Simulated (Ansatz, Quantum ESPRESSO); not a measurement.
# Work-function anisotropy of Sr, part 2 of 6

Aim: the work function of the low-index faces of Sr, their order, and how far the functional matters.

Quantum ESPRESSO 7.5; plane-wave DFT, PBE, GBRV ultrasoft pseudopotentials; geometry and cross-check by Ansatz 0.2.0 with PAW datasets.

So far. Step 2 (Relaxation with Ansatz of (111)): The relaxation lowers the energy by 2 meV an atom. Held were the atoms numbered 3; the forces quoted are those on the free ones.

### Step 3. SCF with pw.x of (111), PBE

Both faces of the slab are alike, so a plain periodic cell serves and symmetry is kept.

Level of this step: plane-wave DFT, PBE, GBRV ultrasoft pseudopotentials (Quantum ESPRESSO 7.5).

111.pbe.in reads:

```
&control
  prefix = '111.pbe'
  outdir = './out'
  pseudo_dir = './pseudo'
  calculation = 'scf'
  tprnfor = .true.
/
&system
  ibrav = 0
  nat = 5
  ntyp = 1
  ecutwfc = 40
  ecutrho = 200
  occupations = 'smearing'
  smearing = 'mv'
  degauss = 0.02
/
&electrons
  conv_thr = 1e-07
  mixing_beta = 0.4
  electron_maxstep = 120
  mixing_mode = 'local-TF'
/
ATOMIC_SPECIES
  Sr  87.6200  sr_pbe_v1.uspp.F.UPF
CELL_PARAMETERS angstrom
  4.29920922958954 0.00000000000000 0.00000000000000
  2.14960461479477 3.72322440900906 0.00000000000000
  0.00000000000000 0.00000000000000 30.04115854670000
ATOMIC_POSITIONS crystal
  Sr  0.666666666667 0.666666666667 0.271201702084
  Sr  -0.000000000000 0.000000000000 0.384530932448
  Sr  0.333333333333 0.333333333333 0.500000000000
  Sr  0.666666666667 0.666666666667 0.615468924550
  Sr  0.000000000000 -0.000000000000 0.728797979229
K_POINTS automatic
  6 6 1 0 0 0
```

Run with:

```sh
$ OMP_NUM_THREADS=1 mpirun -n 4 pw.x -nk 2 -in 111.pbe.in > 111.pbe.out
```

What it wrote:

```text
Program PWSCF v.7.5 starts
[citation notice left out]

     Parallel version (MPI & OpenMP), running on       4 processor cores
     Number of MPI processes:                 4
     Threads/MPI process:                     1

     MPI processes distributed on     1 nodes
[...]
Current dimensions of program PWSCF are:
     Max number of different atomic species (ntypx) = 10
     Max number of k-points (npk) =  40000
     Max angular momentum in pseudopotentials (lmaxx) =  4
     Message from routine setup:
     using ibrav=0 with symmetry is DISCOURAGED, use correct ibrav instead

     K-points division:     npool     =       2
     R & G space division:  proc/nbgrp/npool/nimage =       2
     Subspace diagonalization in iterative solution of the eigenvalue problem:
     a serial algorithm will be used

     Parallelization info
     --------------------
     sticks:   dense  smooth     PW     G-vecs:    dense   smooth      PW
     Min         456     366    105                77524    55528    8833
     Max         457     367    106                77543    55545    8840
     Sum         913     733    211               155067   111073   17673

     Using Slab Decomposition

     bravais-lattice index     =            0
     lattice parameter (alat)  =       8.1243  a.u.
     unit-cell volume          =    3245.0476 (a.u.)^3
     number of atoms/cell      =            5
     number of atomic types    =            1
     number of electrons       =        50.00
     number of Kohn-Sham states=           30
     kinetic-energy cutoff     =      40.0000  Ry
     charge density cutoff     =     200.0000  Ry
     scf convergence threshold =      1.0E-07
     mixing beta               =       0.4000
     number of iterations used =            8  local-TF  mixing
     Exchange-correlation= SLA  PW   PBE  PBE
                           (   1   4   3   4   0   0   0)

     celldm(1)=   8.124328  celldm(2)=   0.000000  celldm(3)=   0.000000
     celldm(4)=   0.000000  celldm(5)=   0.000000  celldm(6)=   0.000000

     crystal axes: (cart. coord. in units of alat)
               a(1) = (   1.000000   0.000000   0.000000 )
               a(2) = (   0.500000   0.866025   0.000000 )
               a(3) = (   0.000000   0.000000   6.987601 )

     reciprocal axes: (cart. coord. in units 2 pi/alat)
               b(1) = (  1.000000 -0.577350  0.000000 )
               b(2) = (  0.000000  1.154701  0.000000 )
               b(3) = (  0.000000  0.000000  0.143111 )

     PseudoPot. # 1 for Sr read from file:
     ./pseudo/sr_pbe_v1.uspp.F.UPF
     Pseudo is Ultrasoft + core correction, Zval = 10.0
     Generated by new atomic code, or converted to UPF format
     Using radial grid of  883 points,  6 beta functions with:
                l(1) =   0
                l(2) =   0
                l(3) =   1
                l(4) =   1
                l(5) =   2
                l(6) =   2
     Q(r) pseudized with  6 coefficients,  rinner =    1.400   1.400   1.400
                                                       1.400   1.400

     atomic species   valence    mass     pseudopotential
     Sr               10.00    87.62000     Sr( 1.00)

     12 Sym. Ops., with inversion, found ( 6 have fractional translation)

   Cartesian axes

     site n.     atom                  positions (alat units)
         1        Sr     tau(   1) = (   1.0000000   0.5773503   1.8950493  )
         2        Sr     tau(   2) = (   0.0000000   0.0000000   2.6869487  )
         3        Sr     tau(   3) = (   0.5000000   0.2886751   3.4938005  )
         4        Sr     tau(   4) = (   1.0000000   0.5773503   4.3006512  )
         5        Sr     tau(   5) = (   0.0000000   0.0000000   5.0925495  )

     number of k points=     7  Marzari-Vanderbilt smearing, width (Ry)=  0.0200
                       cart. coord. in units 2pi/alat
        k(    1) = (   0.0000000   0.0000000   0.0000000), wk =   0.0555556
        k(    2) = (   0.0000000   0.1924501   0.0000000), wk =   0.3333333
        k(    3) = (   0.0000000   0.3849002   0.0000000), wk =   0.3333333
        k(    4) = (   0.0000000  -0.5773503   0.0000000), wk =   0.1666667
        k(    5) = (   0.1666667   0.2886751   0.0000000), wk =   0.3333333
        k(    6) = (   0.1666667  -0.6735753   0.0000000), wk =   0.6666667
        k(    7) = (   0.3333333  -0.5773503   0.0000000), wk =   0.1111111

     Dense  grid:   155067 G-vectors     FFT dimensions: (  45,  45, 256)

     Smooth grid:   111073 G-vectors     FFT dimensions: (  36,  36, 240)

     Estimated max dynamical RAM per process >     194.69 MB

     Estimated total dynamical RAM >     740.92 MB

     Check: negative core charge=   -0.000001

     Initial potential from superposition of free atoms

     starting charge      49.8317, renormalised to      50.0000

     negative rho (up, down):  3.205E-01 0.000E+00
     Starting wfcs are   65 randomized atomic wfcs

     total cpu time spent up to now is        2.0 secs

     per-process dynamical memory:    67.1 Mb

     Self-consistent Calculation

     iteration #  1     ecut=    40.00 Ry     beta= 0.40
     Davidson diagonalization with overlap
     ethr =  1.00E-02,  avg # of iterations =  2.0

     negative rho (up, down):  3.214E-01 0.000E+00

     total cpu time spent up to now is        4.8 secs

     total energy              =    -350.71301867 Ry
     estimated scf accuracy    <       0.72527000 Ry

     iteration #  2     ecut=    40.00 Ry     beta= 0.40
[...]
negative rho (up, down):  3.248E-01 0.000E+00

[...]
total energy              =    -350.64163346 Ry
     estimated scf accuracy    <       0.42435359 Ry

     iteration #  3     ecut=    40.00 Ry     beta= 0.40
[...]
negative rho (up, down):  3.275E-01 0.000E+00

[...]
total energy              =    -350.67406789 Ry
     estimated scf accuracy    <       0.02792237 Ry

     iteration #  4     ecut=    40.00 Ry     beta= 0.40
[...]
negative rho (up, down):  3.301E-01 0.000E+00

[...]
total energy              =    -350.67616518 Ry
     estimated scf accuracy    <       0.01691410 Ry

     iteration #  5     ecut=    40.00 Ry     beta= 0.40
[...]
negative rho (up, down):  3.319E-01 0.000E+00

[...]
total energy              =    -350.67632427 Ry
     estimated scf accuracy    <       0.00370454 Ry

     iteration #  6     ecut=    40.00 Ry     beta= 0.40
[...]
negative rho (up, down):  3.330E-01 0.000E+00

[...]
total energy              =    -350.67631813 Ry
     estimated scf accuracy    <       0.00147633 Ry

     iteration #  7     ecut=    40.00 Ry     beta= 0.40
[...]
negative rho (up, down):  3.330E-01 0.000E+00

[...]
total energy              =    -350.67640855 Ry
     estimated scf accuracy    <       0.00583922 Ry

     iteration #  8     ecut=    40.00 Ry     beta= 0.40
[...]
negative rho (up, down):  3.326E-01 0.000E+00

[...]
total energy              =    -350.67595585 Ry
     estimated scf accuracy    <       0.00393904 Ry

     iteration #  9     ecut=    40.00 Ry     beta= 0.40
[...]
negative rho (up, down):  3.326E-01 0.000E+00

[...]
total energy              =    -350.67618542 Ry
     estimated scf accuracy    <       0.00016455 Ry

     iteration # 10     ecut=    40.00 Ry     beta= 0.40
[...]
negative rho (up, down):  3.322E-01 0.000E+00

[...]
total energy              =    -350.67625627 Ry
     estimated scf accuracy    <       0.00015196 Ry

     iteration # 11     ecut=    40.00 Ry     beta= 0.40
[...]
negative rho (up, down):  3.322E-01 0.000E+00

[...]
total energy              =    -350.67628883 Ry
     estimated scf accuracy    <       0.00010952 Ry

     iteration # 12     ecut=    40.00 Ry     beta= 0.40
[...]
negative rho (up, down):  3.325E-01 0.000E+00

[...]
total energy              =    -350.67628346 Ry
     estimated scf accuracy    <       0.00008861 Ry

     iteration # 13     ecut=    40.00 Ry     beta= 0.40
[...]
negative rho (up, down):  3.324E-01 0.000E+00

[...]
total energy              =    -350.67629284 Ry
     estimated scf accuracy    <       0.00000646 Ry

     iteration # 14     ecut=    40.00 Ry     beta= 0.40
[...]
negative rho (up, down):  3.324E-01 0.000E+00

[...]
total energy              =    -350.67629298 Ry
     estimated scf accuracy    <       0.00000231 Ry

     iteration # 15     ecut=    40.00 Ry     beta= 0.40
[...]
negative rho (up, down):  3.324E-01 0.000E+00

[...]
total energy              =    -350.67629337 Ry
     estimated scf accuracy    <       0.00000170 Ry

     iteration # 16     ecut=    40.00 Ry     beta= 0.40
[...]
negative rho (up, down):  3.324E-01 0.000E+00

[...]
End of self-consistent calculation

          k = 0.0000 0.0000 0.0000 ( 13873 PWs)   bands (ev):

   -35.0429 -35.0428 -34.7062 -34.6670 -34.6664 -17.0902 -17.0900 -16.9196
   -16.9196 -16.9194 -16.9194 -16.7572 -16.6660 -16.6183 -16.6183 -16.6142
   -16.5776 -16.5776 -16.5752 -16.5752  -1.6338  -1.3288  -0.8015  -0.1333
     0.5040   2.0113   2.2174   2.5787   3.0613   3.6327

          k = 0.0000 0.1925 0.0000 ( 13822 PWs)   bands (ev):

   -35.0409 -35.0407 -34.7040 -34.6649 -34.6644 -17.0846 -17.0845 -16.9548
   -16.9547 -16.9279 -16.9277 -16.7470 -16.6769 -16.6394 -16.6276 -16.6241
   -16.6100 -16.6025 -16.5859 -16.5826  -1.2536  -0.9573  -0.4410   0.2205
     0.8688   2.0304   2.3276   2.6557   3.0274   3.3992

          k = 0.0000 0.3849 0.0000 ( 13868 PWs)   bands (ev):

   -35.0367 -35.0366 -34.6996 -34.6608 -34.6605 -17.0737 -17.0735 -17.0236
   -17.0235 -16.9444 -16.9443 -16.7359 -16.7323 -16.6803 -16.6669 -16.6460
   -16.6423 -16.6218 -16.6025 -16.5973  -0.2398   0.0134   0.4629   1.0437
     1.6400   2.0545   2.3619   2.4997   2.5870   2.6283

          k = 0.0000-0.5774 0.0000 ( 13882 PWs)   bands (ev):

   -35.0347 -35.0346 -34.6973 -34.6587 -34.6586 -17.0683 -17.0682 -17.0574
   -17.0573 -16.9526 -16.9525 -16.7682 -16.7416 -16.7136 -16.6662 -16.6551
   -16.6502 -16.6279 -16.6107 -16.6047   0.8298   0.9854   1.1779   1.2681
     1.2800   1.9703   2.0915   2.2506   2.2794   2.5282

          k = 0.1667 0.2887 0.0000 ( 13860 PWs)   bands (ev):

   -35.0378 -35.0377 -34.7007 -34.6618 -34.6615 -17.0763 -17.0762 -17.0000
   -16.9999 -16.9470 -16.9469 -16.7333 -16.7121 -16.6642 -16.6573 -16.6407
   -16.6369 -16.6202 -16.6037 -16.6001  -0.5488  -0.2757   0.2086   0.8387
     1.4811   2.0857   2.4990   2.6246   2.7451   2.8464

          k = 0.1667-0.6736 0.0000 ( 13866 PWs)   bands (ev):

   -35.0347 -35.0346 -34.6973 -34.6587 -34.6586 -17.0682 -17.0680 -17.0399
   -17.0398 -16.9707 -16.9706 -16.7503 -16.7305 -16.6976 -16.6820 -16.6590
   -16.6418 -16.6359 -16.6238 -16.6186   0.6287   0.8266   1.1810   1.5944
     1.8685   2.0249   2.2028   2.3215   2.4559   2.5216

[...]
the Fermi energy is     1.9090 ev

!    total energy              =    -350.67629342 Ry
     estimated scf accuracy    <       0.00000004 Ry
     smearing contrib. (-TS)   =      -0.00470197 Ry
     internal energy E=F+TS    =    -350.67159145 Ry

     The total energy is F=E-TS. E is the sum of the following terms:
     one-electron contribution =   -1115.29227126 Ry
     hartree contribution      =     556.40694449 Ry
     xc contribution           =     -90.56505967 Ry
     ewald contribution        =     298.77879499 Ry

     convergence has been achieved in  16 iterations

     negative rho (up, down):  3.324E-01 0.000E+00

     Forces acting on atoms (cartesian axes, Ry/au):

     atom    1 type  1   force =    -0.00000000    0.00000000   -0.00029077
     atom    2 type  1   force =     0.00000000    0.00000000   -0.00000497
     atom    3 type  1   force =     0.00000000    0.00000000    0.00000000
     atom    4 type  1   force =    -0.00000000    0.00000000    0.00000497
     atom    5 type  1   force =     0.00000000   -0.00000000    0.00029077

     Total force =     0.000411     Total SCF correction =     0.000751
     SCF correction compared to forces is large: reduce conv_thr to get better values

[...]
=------------------------------------------------------------------------------=
   JOB DONE.
=------------------------------------------------------------------------------=
```

Wall time 43 s (4 MPI ranks of Arm Neoverse V1, shared host); peak memory 0.86 GiB; 2.9 min of CPU time.

This step gave:

```
free energy  : -4771.1940 eV
Fermi energy : 1.909 eV
```

### Step 4. Electrostatic potential of (111)

The vacuum level is read from the electrostatic potential (plot_num = 11), averaged over planes.

111.pbe.pot.in reads:

```
&inputpp
  prefix = '111.pbe'
  outdir = './out'
  filplot = '111.pbe.pot.dat'
  plot_num = 11
/
```

Run with:

```sh
$ OMP_NUM_THREADS=1 mpirun -n 4 pp.x -in 111.pbe.pot.in > 111.pbe.pot.out
```

What it wrote:

```text
[banner, memory and clock lines left out]
Program POST-PROC v.7.5 starts

          URL

     ./out/111.pbe.save/

     IMPORTANT: XC functional enforced from input :
     Exchange-correlation= PBE
                           (   1   4   3   4   0   0   0)
     Any further DFT definition will be discarded
     Please, verify this is what you really want

     Check: negative core charge=   -0.000001

     negative rho (up, down):  3.324E-01 0.000E+00

     Calling punch_plot, plot_num =  11
     Writing data to file  111.pbe.pot.dat
     Message from routine chdens:
     namelist plot not found or invalid, exiting
```

Elapsed: 1.2 s, on 4 MPI ranks; peak memory 0.15 GiB; 4.4 s of CPU time.

Read from the output:

| Property | Result |
| --- | --- |
| work function of the upper face | 2.648 eV |
| slope of the potential above | 0.003936 eV/Å |
| upper vacuum line continued to the top atoms, over the Fermi level | 2.627 eV |
| work function of the lower face | 2.648 eV |
| slope of the potential below | -0.002674 eV/Å |
| lower vacuum line continued to the bottom atoms, over the Fermi level | 2.633 eV |

The potential energy, planar mean oscillates, so the rows of the table below give means over windows of 3.4 Å about each position, cut where the curve ends. Its maxima inside the range that stand out by 2 % of the span (Å: eV): 9.9: 1.45, 13.3: 1.56, 16.8: 1.56, 20.2: 1.45. Its minima: 8.1: -14.8, 11.5: -14.7, 15.0: -14.8, 18.5: -14.7, 21.9: -14.8.

Electrostatic potential energy of an electron; zero at the Fermi level. The potential energy, planar mean by z; means over each step:

| z (Å) | potential energy, planar mean (eV) |
| --- | --- |
| 1.70 | 2.65 |
| 5.10 | 2.26 |
| 8.50 | -4.39 |
| 11.90 | -4.18 |
| 15.30 | -4.20 |
| 18.70 | -4.20 |
| 22.10 | -4.41 |
| 25.50 | 2.50 |
| 28.90 | 2.65 |

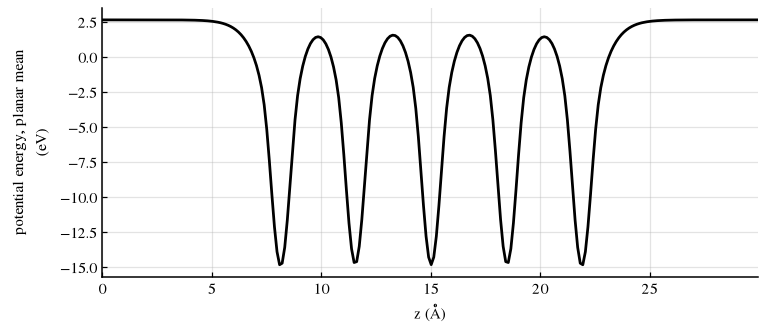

Potential energy, planar mean against z.

### Step 5. Ground state of (111), LDA

The same atoms under a second functional.

Level of this step: plane-wave DFT, LDA, GBRV ultrasoft pseudopotentials (Quantum ESPRESSO 7.5).

111.lda.in, as its differences from the input of step 3:

```diff
@@ -1,3 +1,3 @@
 &control
-  prefix = '111.pbe'
+  prefix = '111.lda'
   outdir = './out'
@@ -24,3 +24,3 @@
 ATOMIC_SPECIES
-  Sr  87.6200  sr_pbe_v1.uspp.F.UPF
+  Sr  87.6200  sr_lda_v1.uspp.F.UPF
 CELL_PARAMETERS angstrom
```

Run with:

```sh
$ OMP_NUM_THREADS=1 mpirun -n 4 pw.x -nk 2 -in 111.lda.in > 111.lda.out
```

What it wrote:

```text
[banner, memory and clock lines left out]
Program PWSCF v.7.5 starts
[...]
Message from routine setup:
[...]
number of electrons       =        50.00
     number of Kohn-Sham states=           30
     kinetic-energy cutoff     =      40.0000  Ry
     charge density cutoff     =     200.0000  Ry
[...]
number of k points=     7  Marzari-Vanderbilt smearing, width (Ry)=  0.0200
[...]
Dense  grid:   155067 G-vectors     FFT dimensions: (  45,  45, 256)
[...]
negative rho (up, down):  3.196E-01 0.000E+00
     Starting wfcs are   65 randomized atomic wfcs
[...]
negative rho (up, down):  3.205E-01 0.000E+00
[...]
estimated scf accuracy    <       0.64729482 Ry
[...]
negative rho (up, down):  3.243E-01 0.000E+00
[...]
estimated scf accuracy    <       0.38178996 Ry
[...]
negative rho (up, down):  3.264E-01 0.000E+00
[...]
estimated scf accuracy    <       0.02011928 Ry
[...]
negative rho (up, down):  3.288E-01 0.000E+00
[...]
estimated scf accuracy    <       0.00755537 Ry
[...]
negative rho (up, down):  3.309E-01 0.000E+00
[...]
estimated scf accuracy    <       0.00420116 Ry
[...]
negative rho (up, down):  3.316E-01 0.000E+00
[...]
estimated scf accuracy    <       0.00154728 Ry
[...]
negative rho (up, down):  3.321E-01 0.000E+00
[...]
estimated scf accuracy    <       0.00653873 Ry
[...]
negative rho (up, down):  3.315E-01 0.000E+00
[...]
estimated scf accuracy    <       0.00773341 Ry
[...]
negative rho (up, down):  3.311E-01 0.000E+00
[...]
estimated scf accuracy    <       0.00120922 Ry
[...]
negative rho (up, down):  3.309E-01 0.000E+00
[...]
estimated scf accuracy    <       0.00015887 Ry
[...]
negative rho (up, down):  3.309E-01 0.000E+00
[...]
estimated scf accuracy    <       0.00017454 Ry
[...]
negative rho (up, down):  3.310E-01 0.000E+00
[...]
estimated scf accuracy    <       0.00005575 Ry
[...]
negative rho (up, down):  3.309E-01 0.000E+00
[...]
estimated scf accuracy    <       0.00000038 Ry
[...]
negative rho (up, down):  3.310E-01 0.000E+00
[...]
estimated scf accuracy    <       0.00000126 Ry
[...]
negative rho (up, down):  3.310E-01 0.000E+00
[...]
estimated scf accuracy    <       0.00000072 Ry
[...]
negative rho (up, down):  3.310E-01 0.000E+00
[...]
estimated scf accuracy    <       0.00000018 Ry
[...]
negative rho (up, down):  3.310E-01 0.000E+00
[...]
the Fermi energy is     1.7360 ev
!    total energy              =    -350.97418271 Ry
     estimated scf accuracy    <       0.00000002 Ry
     smearing contrib. (-TS)   =      -0.00408185 Ry
     internal energy E=F+TS    =    -350.97010086 Ry
[...]
one-electron contribution =   -1116.21311519 Ry
     hartree contribution      =     556.64981857 Ry
     xc contribution           =     -90.18559923 Ry
     ewald contribution        =     298.77879499 Ry
     convergence has been achieved in  17 iterations
     negative rho (up, down):  3.310E-01 0.000E+00
[...]
Total force =     0.007773     Total SCF correction =     0.000446
[...]
```

Wall time 45 s (4 MPI ranks); peak memory 0.87 GiB.

Numbers from this step:

* free energy: -4775.2470 eV
* Fermi energy: 1.736 eV

### Step 6. Potential by pp.x of (111)

111.lda.pot.in reads:

```
&inputpp
  prefix = '111.lda'
  outdir = './out'
  filplot = '111.lda.pot.dat'
  plot_num = 11
/
```

Run with:

```sh
$ OMP_NUM_THREADS=1 mpirun -n 4 pp.x -in 111.lda.pot.in > 111.lda.pot.out
```

It took 1.1 s on 4 MPI ranks; peak memory 0.15 GiB; 4.1 s of CPU time.

Read from the output:

* work function of the upper face: 2.760 eV
* slope of the potential above: 0.003336 eV/Å
* upper vacuum line continued to the top atoms, over the Fermi level: 2.742 eV
* work function of the lower face: 2.760 eV
* slope of the potential below: -0.002246 eV/Å
* lower vacuum line continued to the bottom atoms, over the Fermi level: 2.748 eV

On (111) the work function under LDA lies +0.11 eV from PBE's.

(Part 2 of 6 ends here.)

[Logs are printed without paths, hosts, clocks, repeated set-up lines and the standing remarks that a program may print on its own settings, such as how far it seeks lower states.]

[Hosts, paths, dates, database ids (printed as entryN), source tags and the programs' standing remarks are cut or masked in the printed files.]

[Maps of the electrostatic potential energy from Ansatz leave out the sawtooth potential of an applied field or a dipole correction, so their vacuum need not be flat; planar profiles and work functions include it.]
